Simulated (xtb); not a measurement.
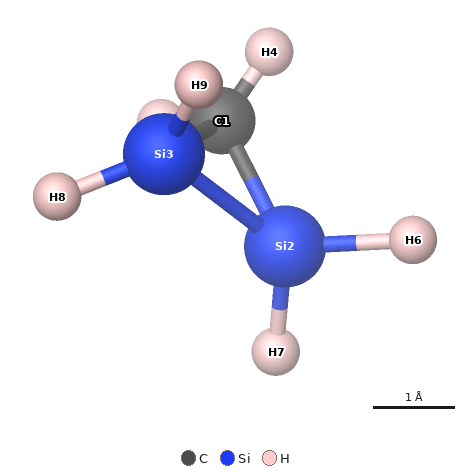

The input geometry (ball-and-stick view, seen at a tilt; atoms are numbered from 1 in the order of the input).

## Geometry relaxation of CH6Si2 (part 1 of 2)

- system: CH6Si2
- method: GFN2-xTB (xtb 6.7.1 later snapshot)

The atoms were displaced at random from an optimised geometry.

Input file (geom.xyz):
```
9
start
C     -0.76035000     0.06487000    -0.69648000
Si     0.84288000     0.76998000    -0.12478000
Si    -0.13286000    -1.00061000     0.84916000
H     -1.62871000     0.62171000    -0.56260000
H     -0.79618000    -0.52473000    -1.53310000
H      0.76260000     2.26317000     0.45707000
H      2.05965000     0.86057000    -0.98098000
H      0.42731000    -2.30297000     0.64566000
H     -0.87345000    -0.84251000     2.08481000
```

Hardware: 1 thread of Arm Neoverse V1, 24 GiB of memory available, shared host.

Command:
```bash
xtb geom.xyz --opt sloppy --gfn 2 -u 0 | tee out.txt
```

What the program printed:
```
* xtb version 6.7.1
   ID    Z sym.   atoms
    1    6 C      1
    2   14 Si     2, 3
    3    1 H      4-9

           -------------------------------------------------
          |                Calculation Setup                |
           -------------------------------------------------

          program call               : xtb geom.xyz --opt sloppy --gfn 2 -u 0
          coordinate file            : geom.xyz
          omp threads                :                     1

           -------------------------------------------------
          |                 G F N 2 - x T B                 |
           -------------------------------------------------

      * Hamiltonian:
        H0-scaling (s, p, d)           1.850000    2.230000    2.230000
        zeta-weighting                 0.500000
      * Dispersion:
        s8                             2.700000
        a1                             0.520000
        a2                             5.000000
        s9                             5.000000
      * Repulsion:
        kExp                           1.500000    1.000000
        rExp                           1.000000
      * Coulomb:
        alpha                          2.000000
        third order                    shell-resolved
        anisotropic                    true
        a3                             3.000000
        a5                             4.000000
        cn-shift                       1.200000
        cn-exp                         4.000000
        max-rad                        5.000000

          ...................................................
          :                      SETUP                      :
          :.................................................:
          :  # basis functions                  30          :
          :  # atomic orbitals                  28          :
          :  # shells                           14          :
          :  # electrons                        18          :
          :  max. iterations                   250          :
          :  Hamiltonian                  GFN2-xTB          :
          :  restarted?                      false          :
          :  GBSA solvation                  false          :
          :  PC potential                    false          :
          :  electronic temp.          300.0000000     K    :
          :  accuracy                    1.0000000          :
          :  -> integral cutoff          0.2500000E+02      :
          :  -> integral neglect         0.1000000E-07      :
          :  -> SCF convergence          0.1000000E-05 Eh   :
          :  -> wf. convergence          0.1000000E-03 e    :
          :  Broyden damping             0.4000000          :
          :  net charge                          0          :
          :  unpaired electrons                  0          :
          ...................................................

 iter      E             dE          RMSdq      gap      omega  full diag
   1     -8.6057669 -0.860577E+01  0.595E+00    3.30       0.0  T
   2     -8.6732713 -0.675044E-01  0.211E+00    2.96       1.0  T
   3     -8.6747479 -0.147662E-02  0.234E+00    3.09       1.0  T
   4     -8.6792189 -0.447096E-02  0.128E+00    3.06       1.0  T
   5     -8.6785495  0.669364E-03  0.538E-01    3.09       1.0  T
   6     -8.6797143 -0.116478E-02  0.276E-01    3.07       1.0  T
   7     -8.6797652 -0.509229E-04  0.468E-02    3.07       1.0  T
   8     -8.6797660 -0.717733E-06  0.193E-02    3.07       1.7  T
   9     -8.6797664 -0.396425E-06  0.567E-03    3.07       5.9  T
  10     -8.6797664 -0.768025E-08  0.245E-03    3.07      13.6  T
  11     -8.6797664 -0.399690E-08  0.814E-04    3.07      40.9  T
  12     -8.6797664 -0.165631E-09  0.369E-04    3.07      90.3  T

   *** convergence criteria satisfied after 12 iterations ***

         #    Occupation            Energy/Eh            Energy/eV
      -------------------------------------------------------------
         1        2.0000           -0.7543274             -20.5263
       ...           ...                  ...                  ...
         3        2.0000           -0.5412501             -14.7282
         4        2.0000           -0.4648130             -12.6482
         5        2.0000           -0.4302890             -11.7088
         6        2.0000           -0.4244536             -11.5500
         7        2.0000           -0.4026863             -10.9577
         8        2.0000           -0.3684278             -10.0254
         9        2.0000           -0.3224004              -8.7730 (HOMO)
        10                         -0.2096276              -5.7043 (LUMO)
        11                         -0.1887946              -5.1374
        12                         -0.1690193              -4.5992
        13                         -0.1580943              -4.3020
        14                         -0.1275785              -3.4716
       ...                                ...                  ...
        28                          1.0575344              28.7770
      -------------------------------------------------------------
                  HL-Gap            0.1127727 Eh            3.0687 eV
             Fermi-level           -0.2660140 Eh           -7.2386 eV

 SCC (total)                   0 d,  0 h,  0 min,  0.004 sec
 SCC setup                      ...        0 min,  0.000 sec (  1.317%)
 Dispersion                     ...        0 min,  0.000 sec (  0.656%)
 classical contributions        ...        0 min,  0.000 sec (  0.154%)
 integral evaluation            ...        0 min,  0.001 sec ( 13.593%)
 iterations                     ...        0 min,  0.002 sec ( 59.000%)
 molecular gradient             ...        0 min,  0.001 sec ( 23.611%)
 printout                       ...        0 min,  0.000 sec (  1.384%)

         :::::::::::::::::::::::::::::::::::::::::::::::::::::
         ::                     SUMMARY                     ::
         :::::::::::::::::::::::::::::::::::::::::::::::::::::
         :: total energy              -8.558450167872 Eh    ::
         :: gradient norm              0.099966372116 Eh/a0 ::
         :: HOMO-LUMO gap              3.068701684557 eV    ::
         ::.................................................::
         :: SCC energy                -8.679763137851 Eh    ::
         :: -> isotropic ES            0.019166224130 Eh    ::
         :: -> anisotropic ES          0.001055509839 Eh    ::
         :: -> anisotropic XC          0.005997762811 Eh    ::
         :: -> dispersion             -0.005115407730 Eh    ::
         :: repulsion energy           0.121312969979 Eh    ::
         :: add. restraining           0.000000000000 Eh    ::
         :: total charge              -0.000000000000 e     ::
         :::::::::::::::::::::::::::::::::::::::::::::::::::::

      -----------------------------------------------------------
     |                   =====================                   |
     |                        A N C O P T                        |
     |                   =====================                   |
     |               Approximate Normal Coordinate               |
     |                Rational Function Optimizer                |
      -----------------------------------------------------------

          ...................................................
          :                      SETUP                      :
          :.................................................:
          :   optimization level            sloppy          :
          :   max. optcycles                   200          :
          :   ANC micro-cycles                  20          :
          :   degrees of freedom                21          :
          :.................................................:
          :   RF solver                   davidson          :
          :   write xtbopt.log                true          :
          :   linear?                        false          :
          :   energy convergence         0.1000000E-03 Eh   :
          :   grad. convergence          0.6000000E-02 Eh/α :
          :   maximum RF displ.          1.0000000          :
          :   Hlow (freq-cutoff)         0.1000000E-01      :
          :   Hmax (freq-cutoff)         5.0000000          :
          :   S6 in model hess.         20.0000000          :
          ...................................................

generating ANC from exact Hessian ...
Using Lindh-Hessian (1995)
 Shifting diagonal of input Hessian by    7.7283284737206769E-003
 Lowest  eigenvalues of input Hessian
    0.000000    0.000000    0.000000    0.000000    0.000000    0.000000
    0.010000    0.010852    0.012476    0.017678    0.019981    0.021694
    0.025135    0.034580    0.038979    0.072429    0.093045    0.100328
 Highest eigenvalues
    0.407954    0.581029    0.621703    0.682170    1.276495    1.305422

........................................................................
.............................. CYCLE    1 ..............................
........................................................................

 iter      E             dE          RMSdq      gap      omega  full diag
   1     -8.6797664 -0.867977E+01  0.131E-04    3.07       0.0  T
   2     -8.6797664 -0.114930E-10  0.938E-05    3.07     355.4  T
   3     -8.6797664 -0.101981E-10  0.732E-05    3.07     455.2  T
     SCC iter.                  ...        0 min,  0.001 sec
     gradient                   ...        0 min,  0.001 sec
 * total energy  :    -8.5584502 Eh     change       -0.1508589E-09 Eh
   gradient norm :     0.0999660 Eh/α   predicted     0.0000000E+00 (-100.00%)
   displ. norm   :     0.3334077 α      lambda       -0.2137717E-01
   maximum displ.:     0.1562675 α      in ANC's #3, #16, #5, ...

........................................................................
.............................. CYCLE    2 ..............................
........................................................................

 iter      E             dE          RMSdq      gap      omega  full diag
   1     -8.6723543 -0.867235E+01  0.111E+00    2.93       0.0  T
   2     -8.6724989 -0.144517E-03  0.801E-01    2.91       1.0  T
   3     -8.6722056  0.293206E-03  0.534E-01    2.91       1.0  T
   4     -8.6729004 -0.694752E-03  0.202E-01    2.91       1.0  T
   5     -8.6729769 -0.765057E-04  0.111E-01    2.90       1.0  T
   6     -8.6729886 -0.117445E-04  0.335E-02    2.91       1.0  T
   7     -8.6729891 -0.464943E-06  0.190E-02    2.91       1.8  T
   8     -8.6729893 -0.232467E-06  0.830E-03    2.91       4.0  T
   9     -8.6729895 -0.108616E-06  0.147E-03    2.91      22.6  T
  10     -8.6729895 -0.595163E-09  0.602E-04    2.91      55.4  T
  11     -8.6729895 -0.220197E-10  0.241E-04    2.91     138.5  T
     SCC iter.                  ...        0 min,  0.002 sec
     gradient                   ...        0 min,  0.001 sec
 * total energy  :    -8.5719398 Eh     change       -0.1348961E-01 Eh
   gradient norm :     0.0306884 Eh/α   predicted    -0.1187674E-01 ( -11.96%)
   displ. norm   :     0.1953707 α      lambda       -0.3831012E-02
   maximum displ.:     0.0791456 α      in ANC's #12, #9, #4, ...

........................................................................
.............................. CYCLE    3 ..............................
........................................................................

 iter      E             dE          RMSdq      gap      omega  full diag
   1     -8.6763271 -0.867633E+01  0.524E-01    2.98       0.0  T
   2     -8.6763775 -0.503731E-04  0.373E-01    2.97       1.0  T
   3     -8.6763092  0.682308E-04  0.171E-01    2.98       1.0  T
   4     -8.6763908 -0.815287E-04  0.914E-02    2.97       1.0  T
   5     -8.6764070 -0.162024E-04  0.464E-02    2.97       1.0  T
   6     -8.6764097 -0.269794E-05  0.129E-02    2.97       2.6  T
   7     -8.6764097 -0.225497E-07  0.466E-03    2.97       7.2  T
   8     -8.6764097 -0.181231E-07  0.233E-03    2.97      14.3  T
   9     -8.6764097 -0.540239E-08  0.721E-04    2.97      46.2  T
  10     -8.6764097 -0.909015E-10  0.213E-04    2.97     156.5  T
     SCC iter.                  ...        0 min,  0.002 sec
     gradient                   ...        0 min,  0.001 sec
 * total energy  :    -8.5730709 Eh     change       -0.1131091E-02 Eh
   gradient norm :     0.0176612 Eh/α   predicted    -0.1988621E-02 (  75.81%)
   displ. norm   :     0.0939300 α      lambda       -0.1116677E-02
   maximum displ.:     0.0515010 α      in ANC's #10, #7, #12, ...

........................................................................
.............................. CYCLE    4 ..............................
........................................................................

 iter      E             dE          RMSdq      gap      omega  full diag
   1     -8.6750400 -0.867504E+01  0.260E-01    2.92       0.0  T
   2     -8.6750471 -0.718382E-05  0.237E-01    2.93       1.0  T
   3     -8.6750662 -0.190550E-04  0.138E-01    2.92       1.0  T
   4     -8.6750687 -0.249115E-05  0.622E-02    2.92       1.0  T
   5     -8.6750767 -0.797035E-05  0.341E-02    2.93       1.0  T
   6     -8.6750775 -0.855977E-06  0.981E-03    2.92       3.4  T
   7     -8.6750775 -0.175661E-07  0.288E-03    2.92      11.6  T
   8     -8.6750775 -0.382684E-08  0.150E-03    2.92      22.3  T
   9     -8.6750775 -0.231731E-08  0.328E-04    2.92     101.7  T
  10     -8.6750775 -0.338822E-10  0.119E-04    2.92     280.7  T
     SCC iter.                  ...        0 min,  0.002 sec
     gradient                   ...        0 min,  0.001 sec
 * total energy  :    -8.5736133 Eh     change       -0.5424067E-03 Eh
   gradient norm :     0.0043333 Eh/α   predicted    -0.5632653E-03 (   3.85%)
   displ. norm   :     0.0267073 α      lambda       -0.4795524E-04
   maximum displ.:     0.0128283 α      in ANC's #3, #1, #7, ...

........................................................................
.............................. CYCLE    5 ..............................
........................................................................

 iter      E             dE          RMSdq      gap      omega  full diag
   1     -8.6758048 -0.867580E+01  0.692E-02    2.93       0.0  T
   2     -8.6758050 -0.232321E-06  0.459E-02    2.93       1.0  T
   3     -8.6758033  0.174290E-05  0.374E-02    2.93       1.0  T
   4     -8.6758066 -0.332174E-05  0.120E-02    2.93       2.8  T
   5     -8.6758068 -0.178440E-06  0.673E-03    2.93       5.0  T
   6     -8.6758068 -0.179206E-07  0.235E-03    2.93      14.2  T
   7     -8.6758068 -0.350491E-08  0.755E-04    2.93      44.1  T
   8     -8.6758068 -0.448642E-09  0.351E-04    2.93      94.9  T
     SCC iter.                  ...        0 min,  0.001 sec
     gradient                   ...        0 min,  0.001 sec
 * total energy  :    -8.5736424 Eh     change       -0.2908722E-04 Eh
   gradient norm :     0.0020828 Eh/α   predicted    -0.2399595E-04 ( -17.50%)
   displ. norm   :     0.0290430 α      lambda       -0.2172179E-04
   maximum displ.:     0.0179112 α      in ANC's #7, #3, #2, ...

   *** GEOMETRY OPTIMIZATION CONVERGED AFTER 5 ITERATIONS ***

------------------------------------------------------------------------
 total energy gain   :        -0.0151922 Eh       -9.5332 kcal/mol
 total RMSD          :         0.1544418 a0        0.0817 Å
 total power (kW/mol):        -7.9774208 (step)-2305.5013 (real)
------------------------------------------------------------------------

 ANCopt (total)                0 d,  0 h,  0 min,  0.017 sec
 optimizer setup                ...        0 min,  0.000 sec (  0.338%)
 model hessian                  ...        0 min,  0.000 sec (  1.914%)
 ANC generation                 ...        0 min,  0.000 sec (  0.621%)
 coordinate transformation      ...        0 min,  0.000 sec (  0.138%)
 single point calculation       ...        0 min,  0.016 sec ( 89.827%)
 optimization log               ...        0 min,  0.000 sec (  1.322%)
 hessian update                 ...        0 min,  0.000 sec (  0.168%)
 rational function              ...        0 min,  0.000 sec (  1.515%)
```
